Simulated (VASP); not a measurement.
# A VASP study of Al2Cu (Khatyrkite) (LDA): structure first, properties next, part 3 of 5

Aim: relax Al2Cu (Khatyrkite), then compute properties on the relaxed cell. Left out of this account: 1 further run (bands with LDA: it shows nothing beyond the runs told). The start is a cell from a database of measured crystal structures.

VASP 6.6.1; LDA; plane waves and PAW (Al, Cu).

So far. Step 3 (Second relaxation): It ends with a largest force of 0.004 eV/Å and a pressure of -0.06 GPa. The volume moved by under 0.01 %: the run met its threshold at the first step. Step 4 (Density, ELF and potential (LDA)): In this run the pressure is -0.01 GPa, small enough to go on.

**5. Band structure (LDA)**

The mesh alone shows little of the dispersion and can miss band extrema, so KPOINTS_OPT adds a path through the symmetry points after the self-consistent cycle.

Contents of INCAR:

```
SYSTEM = Al2Cu
PREC = Accurate
ENCUT = 400
EDIFF = 1E-06
NELM = 100
ISMEAR = 1
SIGMA = 0.2
LREAL = .FALSE.
ALGO = Normal
GGA = CA
NBANDS = 33
LASPH = .TRUE.
LORBIT = 11
LWAVE = .FALSE.
LCHARG = .FALSE.
KPAR = 4
```

Contents of POSCAR:

```
Al2Cu
1.0
   -2.9563246925      2.9563246925      2.4105085548
    2.9563246925     -2.9563246925      2.4105085548
    2.9563246925      2.9563246925     -2.4105085548
Al Cu
4 2
Direct
    0.6599107228      0.1599107228      0.8198214456
    0.1599107228      0.3400892772      0.5000000000
    0.3400892772      0.8400892772      0.1801785544
    0.8400892772      0.6599107228      0.5000000000
    0.2500000000      0.2500000000      0.0000000000
    0.7500000000      0.7500000000      0.0000000000
```

Contents of KPOINTS:

```
Automatic mesh
0
Gamma
6 6 6
0 0 0
```

Contents of KPOINTS_OPT:

```
Line mode
16
Line-mode
Reciprocal
  0.00000000   0.00000000   0.00000000 GAMMA
  0.00000000   0.00000000   0.50000000 X

  0.00000000   0.00000000   0.50000000 X
 -0.50000000   0.50000000   0.50000000 M

 -0.50000000   0.50000000   0.50000000 M
  0.00000000   0.00000000   0.00000000 GAMMA

  0.00000000   0.00000000   0.00000000 GAMMA
  0.41620845   0.41620845  -0.41620845 Z

  0.41620845   0.41620845  -0.41620845 Z
  0.25000000   0.25000000   0.25000000 P

  0.25000000   0.25000000   0.25000000 P
  0.00000000   0.50000000   0.00000000 N

  0.00000000   0.50000000   0.00000000 N
 -0.41620845   0.58379155   0.41620845 Z1

 -0.41620845   0.58379155   0.41620845 Z1
 -0.50000000   0.50000000   0.50000000 M

  0.00000000   0.00000000   0.50000000 X
  0.25000000   0.25000000   0.25000000 P
```

The projector-augmented-wave data sets are Al and Cu (LDA family, release 64).

Started as:

```console
mpirun -np 4 vasp_std
```

The program printed:

```text
[... set-up lines as in an earlier step ...]
 entering main loop
       N       E                     dE             d eps       ncg     rms          rms(c)
DAV:   1     0.173534425448E+03    0.17353E+03   -0.10975E+04  1996   0.966E+02
DAV:   2    -0.182847117930E+02   -0.19182E+03   -0.17257E+03  2069   0.225E+02
DAV:   3    -0.318562480149E+02   -0.13572E+02   -0.12730E+02  2527   0.722E+01
DAV:   4    -0.322394613549E+02   -0.38321E+00   -0.38213E+00  2967   0.116E+01
DAV:   5    -0.322440758716E+02   -0.46145E-02   -0.46141E-02  2760   0.123E+00    0.214E+01
DAV:   6    -0.372192940619E+02   -0.49752E+01   -0.80271E+01  2487   0.219E+02    0.177E+01
DAV:   7    -0.277991950712E+02    0.94201E+01   -0.22765E+01  2595   0.902E+01    0.391E+00
DAV:   8    -0.273933143971E+02    0.40588E+00   -0.24188E+00  3094   0.317E+01    0.188E+00
DAV:   9    -0.273539127839E+02    0.39402E-01   -0.26783E-01  3198   0.769E+00    0.310E-01
DAV:  10    -0.273564649500E+02   -0.25522E-02   -0.10678E-02  3118   0.231E+00    0.422E-01
DAV:  11    -0.273527165087E+02    0.37484E-02   -0.77977E-03  2749   0.237E+00    0.400E-02
DAV:  12    -0.273527650938E+02   -0.48585E-04   -0.61043E-04  3047   0.204E-01    0.948E-03
DAV:  13    -0.273527699860E+02   -0.48922E-05   -0.19679E-05  2718   0.921E-02    0.166E-02
DAV:  14    -0.273527645448E+02    0.54412E-05   -0.11275E-05  2655   0.900E-02    0.156E-03
DAV:  15    -0.273527645936E+02   -0.48883E-07   -0.61046E-07  1353   0.581E-03
   1 F= -.27352765E+02 E0= -.27352193E+02  d E =-.171483E-02
 Start KPOINTS_OPT (optional k-point list driver)
k-point batch [1-30\144]
       N       E                     dE             ncg
DAV:   1     0.104064521635E+05   -0.64442E+04     1996
DAV:   2     0.465438375468E+04   -0.57521E+04     2045
DAV:   3     0.421324585636E+04   -0.44114E+03     2450
DAV:   4     0.420083481430E+04   -0.12411E+02     2656
DAV:   5     0.420044920717E+04   -0.38561E+00     2704
DAV:   6     0.420043566367E+04   -0.13543E-01     2888
DAV:   7     0.420043556050E+04   -0.10317E-03     2672
DAV:   8     0.420043555968E+04   -0.82322E-06     1728
[...]
k-point batch [121-144\144]
       N       E                     dE             ncg
DAV:   1     0.141229616409E+05   -0.11940E+05     1608
DAV:   2     0.942081190231E+04   -0.47021E+04     1659
DAV:   3     0.905073345786E+04   -0.37008E+03     1929
DAV:   4     0.904052101425E+04   -0.10212E+02     2189
DAV:   5     0.904021639538E+04   -0.30462E+00     2087
DAV:   6     0.904020428537E+04   -0.12110E-01     2352
DAV:   7     0.904020405519E+04   -0.23018E-03     2152
DAV:   8     0.904020405429E+04   -0.90432E-06     1464
```

The job ended after 42 s (4 MPI ranks of Intel Xeon Platinum 8259CL at 2.50GHz (Skylake/Cascade Lake), shared host; peak memory 0.82 GiB).

From OUTCAR (step 5):

```text
   k-points           NKPTS =     30   k-points in BZ     NKDIM =     30   number of bands    NBANDS=     33

   NELECT =      34.0000    total number of electrons

 E-fermi :   8.3128

 k-point     1 :       0.0000    0.0000    0.0000
  band No.  band energies     occupation
    ...
     15       6.8592      2.00000
     16       7.0909      2.00000
     17       7.0909      2.00000
     18       7.5621      2.00000
     19       8.2064      1.77397
     20       8.5256     -0.06116
     21       9.9431     -0.00000
     22       9.9431     -0.00000
     23      10.0042     -0.00000
     24      13.9924      0.00000
    ...

  Total       -0.0283742     -0.0283742     -0.0054661      0.0000000     -0.0000000      0.0000000
  in kB       -0.5394627     -0.5394627     -0.1039236      0.0000000     -0.0000000      0.0000000
  external PRESSURE =      -0.3942830 kB  Pullay stress =       0.0000000 kB

 POSITION                                       TOTAL-FORCE (eV/Angst)
 -----------------------------------------------------------------------------------
      0.94550      3.90182      0.00000         0.002935      0.002935      0.000000
      2.01083      0.94550      0.00000        -0.002935      0.002935     -0.000000
      2.01083     -0.94550      2.41051        -0.002935     -0.002935     -0.000000
      0.94550      2.01083      2.41051         0.002935     -0.002935      0.000000
      0.00000      0.00000      1.20525         0.000000     -0.000000      0.000000
      0.00000      0.00000      3.61576         0.000000     -0.000000      0.000000
 -----------------------------------------------------------------------------------
    total drift:                               -0.000000     -0.000000     -0.000000

  FREE ENERGIE OF THE ION-ELECTRON SYSTEM (eV)
  ---------------------------------------------------
  free  energy   TOTEN  =       -27.3527645936 eV

  energy  without entropy=      -27.3510497661  energy(sigma->0) =      -27.35219298

[... 10 parts as in an earlier step ...]

[... 6 further parts left out ...]
```

Numbers from this step:

```
bands    : 33
pressure : -0.03943 GPa
```

Electronic bands along the path, in eV, zero at the Fermi level; # counts the bands kept:

```csv
point,#13,#14,#15,#16,#17,#18,#19,#20
Γ,-2.88,-1.82,-1.45,-1.22,-1.22,-0.75,-0.11,0.21
X,-2.94,-2.85,-1.38,-1.19,-0.78,-0.67,1.06,1.52
M,-3.40,-3.37,-3.37,-1.84,2.72,3.08,3.08,3.56
Γ,-2.88,-1.82,-1.45,-1.22,-1.22,-0.75,-0.11,0.21
Z,-3.40,-3.40,-3.36,-1.15,1.77,1.99,1.99,2.37
P,-3.89,-3.89,0.61,0.61,0.88,0.88,2.09,2.09
N,-3.11,-3.11,-2.61,-2.61,0.39,0.39,4.33,4.33
Z1,-3.40,-3.40,-3.36,-1.15,1.77,1.99,1.99,2.37
M,-3.40,-3.37,-3.37,-1.84,2.72,3.08,3.08,3.56
jump to X,-2.94,-2.85,-1.38,-1.19,-0.78,-0.67,1.06,1.52
P,-3.89,-3.89,0.61,0.61,0.88,0.88,2.09,2.09
```

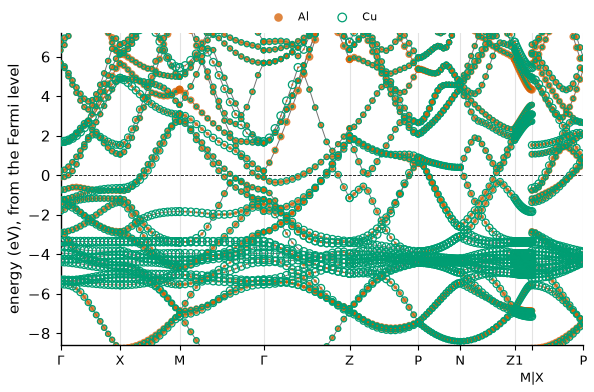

Electronic bands along the path; dots are coloured as in the legend, and their area grows with the weight.

There is no gap at this level.

Of the bands kept, 5 cross the Fermi level on this path.

**6. Total and projected DOS (LDA)**

Here the states are counted by energy and projected on the atoms. The mesh is finer than in the run before.

INCAR, as its differences from that of step 5:

```diff
@@ -5,3 +5,3 @@
 NELM = 100
-ISMEAR = 1
+ISMEAR = -5
 SIGMA = 0.2
@@ -16 +16,2 @@
 KPAR = 4
+NEDOS = 2001
```

POSCAR is that of step 5.

Contents of KPOINTS:

```
Automatic mesh
0
Gamma
9 9 9
0 0 0
```

Started as:

```console
mpirun -np 4 vasp_std
```

The program printed:

```text
[... set-up lines as in an earlier step ...]
 entering main loop
       N       E                     dE             d eps       ncg     rms          rms(c)
DAV:   1     0.174854552864E+03    0.17485E+03   -0.11045E+04  4974   0.967E+02
DAV:   2    -0.181291660577E+02   -0.19298E+03   -0.17422E+03  5189   0.225E+02
DAV:   3    -0.318050433115E+02   -0.13676E+02   -0.12751E+02  6249   0.724E+01
DAV:   4    -0.321998283177E+02   -0.39479E+00   -0.39375E+00  7420   0.119E+01
DAV:   5    -0.322046731781E+02   -0.48449E-02   -0.48314E-02  6931   0.129E+00    0.216E+01
DAV:   6    -0.373341542304E+02   -0.51295E+01   -0.80155E+01  6204   0.222E+02    0.179E+01
DAV:   7    -0.277476984585E+02    0.95865E+01   -0.23213E+01  6446   0.905E+01    0.399E+00
DAV:   8    -0.273220752455E+02    0.42562E+00   -0.24566E+00  7736   0.326E+01    0.192E+00
DAV:   9    -0.272835010384E+02    0.38574E-01   -0.29544E-01  8003   0.827E+00    0.285E-01
DAV:  10    -0.272855904637E+02   -0.20894E-02   -0.11793E-02  7785   0.245E+00    0.391E-01
DAV:  11    -0.272826704802E+02    0.29200E-02   -0.72845E-03  6860   0.227E+00    0.507E-02
DAV:  12    -0.272826605667E+02    0.99135E-05   -0.52585E-04  7907   0.295E-01    0.147E-02
DAV:  13    -0.272826888334E+02   -0.28267E-04   -0.26102E-05  7787   0.907E-02    0.142E-02
DAV:  14    -0.272826733847E+02    0.15449E-04   -0.64535E-06  6019   0.646E-02    0.244E-03
DAV:  15    -0.272826725711E+02    0.81357E-06   -0.31966E-07  3436   0.118E-02
   1 F= -.27282673E+02 E0= -.27282673E+02  d E =0.000000E+00
 -----------------------------------------------------------------------------
|                                                                             |
|           W    W    AA    RRRRR   N    N  II  N    N   GGGG   !!!           |
|           W    W   A  A   R    R  NN   N  II  NN   N  G    G  !!!           |
|           W    W  A    A  R    R  N N  N  II  N N  N  G       !!!           |
|           W WW W  AAAAAA  RRRRR   N  N N  II  N  N N  G  GGG   !            |
|           WW  WW  A    A  R   R   N   NN  II  N   NN  G    G                |
|           W    W  A    A  R    R  N    N  II  N    N   GGGG   !!!           |
|                                                                             |
|     Tetrahedron method does not include variations of the Fermi             |
|     occupations, so forces and stress will be inaccurate. We suggest        |
|     using a different smearing scheme ISMEAR = 1 or 2 for metals in         |
|     relaxations.                                                            |
|                                                                             |
 -----------------------------------------------------------------------------
```

The job ended after 34 s (4 MPI ranks; peak memory 0.91 GiB; 1.9 min of CPU time).

Parts of OUTCAR (step 6):

```text
   k-points           NKPTS =     75   k-points in BZ     NKDIM =     75   number of bands    NBANDS=     33

   NELECT =      34.0000    total number of electrons

 E-fermi :   8.4045

 k-point     1 :       0.0000    0.0000    0.0000
  band No.  band energies     occupation
    ...
     15       6.8645      2.00000
     16       7.0935      2.00000
     17       7.0935      2.00000
     18       7.5540      2.00000
     19       8.1981      1.50747
     20       8.5185      0.00000
     21       9.9403      0.00000
     22       9.9403      0.00000
     23      10.0063      0.00000
     24      13.9916      0.00000
    ...

  Total        0.4687326      0.4687326     -1.1167225      0.0000000      0.0000000      0.0000000
  in kB        8.9117462      8.9117462    -21.2316097      0.0000000      0.0000000      0.0000000
  external PRESSURE =      -1.1360391 kB  Pullay stress =       0.0000000 kB

 POSITION                                       TOTAL-FORCE (eV/Angst)
 -----------------------------------------------------------------------------------
      0.94550      3.90182      0.00000         0.013578      0.013578      0.000000
      2.01083      0.94550      0.00000        -0.013578      0.013578      0.000000
      2.01083     -0.94550      2.41051        -0.013578     -0.013578     -0.000000
      0.94550      2.01083      2.41051         0.013578     -0.013578      0.000000
      0.00000      0.00000      1.20525        -0.000000     -0.000000      0.000000
      0.00000      0.00000      3.61576        -0.000000     -0.000000      0.000000
 -----------------------------------------------------------------------------------
    total drift:                               -0.000000     -0.000000     -0.000000

  FREE ENERGIE OF THE ION-ELECTRON SYSTEM (eV)
  ---------------------------------------------------
  free  energy   TOTEN  =       -27.2826725711 eV

  energy  without entropy=      -27.2826725711  energy(sigma->0) =      -27.28267257

[... 7 parts as in an earlier step ...]

[... 9 further parts left out ...]
```

With tetrahedra the forces and stress of a metal are not exact derivatives of the energy.

Numbers from this step:

| Item | Value |
| --- | --- |
| irreducible k-points | 75 |
| free energy (TOTEN) | -27.28 eV |
| Fermi energy | 8.405 eV |
| pressure | -0.1136 GPa |
| DOS at the Fermi level | 2.254 states/eV/cell |

The density of states has structure finer than the step of the table below, so its rows give means over 1 eV, whole bins alone (the curve runs from -12.0 to 6.59 eV). Peaks (eV: height): total -4.4: 20.8, -3.5: 12.6; Cu d -4.4: 17.6, -3.5: 11.0; Al p -4.4: 0.358, 2.6: 0.347, 4.7: 0.363, 5.6: 0.456; Cu p -4.2: 0.224, -3.2: 0.235, -2.2: 0.244, 2.6: 0.208; Al s -5.5: 0.365, -0.6: 0.219, 3.7: 0.265, 5.6: 0.269.

States under -12.0 eV and over 6.6 eV are left out. Table of density of states by energy, zero at the Fermi level; means over each step; values in states/eV/cell:

```csv
energy (eV),total,Cu d,Al p,Cu p,Al s,Cu s
-11,0.168,0,0.00117,0.00104,0.0350,0.0271
-10,0.615,0.00176,0.0118,0.00988,0.120,0.0943
-9,0.933,0.00947,0.0317,0.0250,0.163,0.138
-8,1.09,0.0366,0.0494,0.0463,0.183,0.112
-7,1.52,0.154,0.0810,0.0723,0.225,0.115
-6,3.06,1.12,0.136,0.108,0.292,0.132
-5,7.02,5.08,0.183,0.0916,0.145,0.157
-4,10.7,8.80,0.178,0.184,0.0930,0.0903
-3,3.42,1.98,0.171,0.167,0.114,0.0502
-2,2.30,0.596,0.229,0.193,0.120,0.0495
-1,2.07,0.326,0.257,0.169,0.126,0.0473
0,2.02,0.269,0.251,0.163,0.149,0.0501
1,1.59,0.181,0.207,0.126,0.106,0.0322
2,1.99,0.246,0.203,0.101,0.155,0.0970
3,2.67,0.264,0.297,0.170,0.215,0.103
4,2.46,0.203,0.302,0.151,0.218,0.0777
5,2.55,0.178,0.337,0.152,0.216,0.0812
6,2.81,0.172,0.416,0.166,0.211,0.0795
```

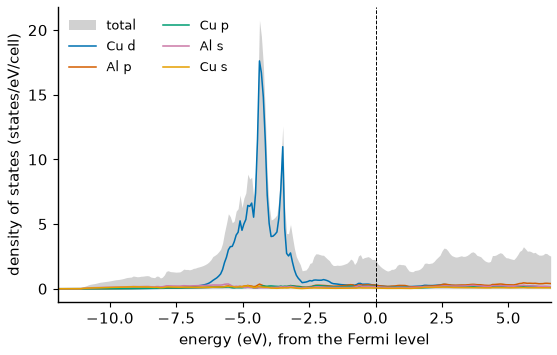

Density of states against energy.

The finer mesh and the other smearing move the Fermi level by +0.09 eV from the 6×6×6 run, one measure of the sampling error in the zero of the bands above. Of the states within 0.3 eV of the Fermi level, the largest shares in the PAW spheres are Cu d 13 %, Al p 12 % and Cu p 8 %. The rest lies in smaller channels or between the spheres.

**7. Volume scan with LDA, volume scale 0.94**

An equation of state needs energies on both sides of the minimum, all on one mesh and cutoff.

Contents of INCAR:

```
SYSTEM = Al2Cu
PREC = Accurate
ENCUT = 400
EDIFF = 1E-06
NELM = 100
ISMEAR = 1
SIGMA = 0.2
LREAL = .FALSE.
ALGO = Normal
GGA = CA
NBANDS = 23
LASPH = .TRUE.
LORBIT = 11
LWAVE = .FALSE.
LCHARG = .FALSE.
KPAR = 4
ISIF = 2
```

POSCAR, as its differences from that of step 6:

```diff
@@ -2,5 +2,5 @@
 1.0
-   -2.9563246925      2.9563246925      2.4105085548
-    2.9563246925     -2.9563246925      2.4105085548
-    2.9563246925      2.9563246925     -2.4105085548
+   -2.8959746016      2.8959746016      2.3613006952
+    2.8959746016     -2.8959746016      2.3613006952
+    2.8959746016      2.8959746016     -2.3613006952
 Al Cu
```

Contents of KPOINTS:

```
Automatic mesh
0
Gamma
6 6 6
0 0 0
```

Started as:

```console
mpirun -np 4 vasp_std
```

The program printed:

```text
[... set-up lines as in an earlier step ...]
 entering main loop
       N       E                     dE             d eps       ncg     rms          rms(c)
DAV:   1     0.171818455107E+03    0.17182E+03   -0.11857E+04  1380   0.142E+03
DAV:   2    -0.221234381531E+02   -0.19394E+03   -0.18501E+03  1380   0.293E+02
DAV:   3    -0.321463779464E+02   -0.10023E+02   -0.95275E+01  1870   0.908E+01
DAV:   4    -0.323877584797E+02   -0.24138E+00   -0.24109E+00  1995   0.122E+01
DAV:   5    -0.323915934414E+02   -0.38350E-02   -0.38345E-02  2047   0.152E+00    0.218E+01
DAV:   6    -0.367076189550E+02   -0.43160E+01   -0.13682E+02  1679   0.320E+02    0.176E+01
DAV:   7    -0.275983948347E+02    0.91092E+01   -0.32829E+01  1694   0.132E+02    0.378E+00
DAV:   8    -0.272551950138E+02    0.34320E+00   -0.34411E+00  2178   0.380E+01    0.139E+00
DAV:   9    -0.272261720550E+02    0.29023E-01   -0.16368E-01  1956   0.385E+00    0.520E-01
DAV:  10    -0.272260117893E+02    0.16027E-03   -0.80664E-03  2214   0.113E+00    0.443E-01
DAV:  11    -0.272219903714E+02    0.40214E-02   -0.10289E-02  2179   0.283E+00    0.808E-02
DAV:  12    -0.272219544954E+02    0.35876E-04   -0.14685E-03  2238   0.581E-01    0.146E-02
DAV:  13    -0.272219560084E+02   -0.15130E-05   -0.47775E-05  1652   0.479E-02    0.147E-02
DAV:  14    -0.272219535001E+02    0.25083E-05   -0.89213E-06  2207   0.748E-02    0.430E-03
DAV:  15    -0.272219534039E+02    0.96166E-07   -0.84408E-07   970   0.178E-02
   1 F= -.27221953E+02 E0= -.27220002E+02  d E =-.585565E-02
```

Wall time 11 s (4 MPI ranks); peak memory 0.65 GiB.

OUTCAR, selected parts (step 7):

```text
   ENCUT  =  400.0 eV  29.40 Ry    5.42 a.u.   7.71  7.71  7.71*2*pi/ulx,y,z

   NELECT =      34.0000    total number of electrons

 E-fermi :   9.1046

 k-point     1 :       0.0000    0.0000    0.0000
  band No.  band energies     occupation
    ...
     14       7.1474      2.00000
     15       7.4748      2.00000
     16       7.7074      2.00000
     17       7.7074      2.00000
     18       8.2297      2.00000
     19       9.1873      0.36218
     20       9.1984      0.29496
     21      10.8509     -0.00000
     22      10.8783     -0.00000
     23      10.8783     -0.00000

  Total        4.0132307      4.0132307      4.1820253      0.0000000     -0.0000000      0.0000000
  in kB       81.1715664     81.1715664     84.5856047      0.0000000     -0.0000000      0.0000000
  external PRESSURE =      82.3095791 kB  Pullay stress =       0.0000000 kB

 POSITION                                       TOTAL-FORCE (eV/Angst)
 -----------------------------------------------------------------------------------
      0.92619      3.82217     -0.00000        -0.033002     -0.033002     -0.000000
      1.96978      0.92619      0.00000         0.033002     -0.033002      0.000000
      1.96978     -0.92619      2.36130         0.033002      0.033002      0.000000
      0.92619      1.96978      2.36130        -0.033002      0.033002      0.000000
      0.00000      0.00000      1.18065        -0.000000      0.000000      0.000000
      0.00000      0.00000      3.54195         0.000000     -0.000000      0.000000
 -----------------------------------------------------------------------------------
    total drift:                               -0.000000     -0.000000     -0.000000

  FREE ENERGIE OF THE ION-ELECTRON SYSTEM (eV)
  ---------------------------------------------------
  free  energy   TOTEN  =       -27.2219534039 eV

  energy  without entropy=      -27.2160977589  energy(sigma->0) =      -27.22000152

[... 4 parts as in an earlier step ...]

[... 12 further parts left out ...]
```

The scan keeps the cell's shape and the fractional positions fixed.

This step gave:

```yaml
bands: 23
irreducible_k_points: 30
free_energy_toten: -27.22 eV
energy_at_zero_smearing: -27.22 eV
fermi_energy: 9.105 eV
pressure: 8.231 GPa
```

The pressure here is 8.23 GPa.

(Continued in part 4 of 5.)

[Lines on the potential files, build, host, timing and source positions are cut from VASP's logs without a mark.]

[Logs are printed without paths, hosts, clocks, repeated set-up lines and the standing remarks that a program may print on its own settings, such as how far it seeks lower states.]

[Hosts, paths, dates, database ids (printed as entryN), source tags and the programs' standing remarks are cut or masked in the printed files.]

[A measured line is paired with the nearest computed mode of its activity, which favours agreement.]
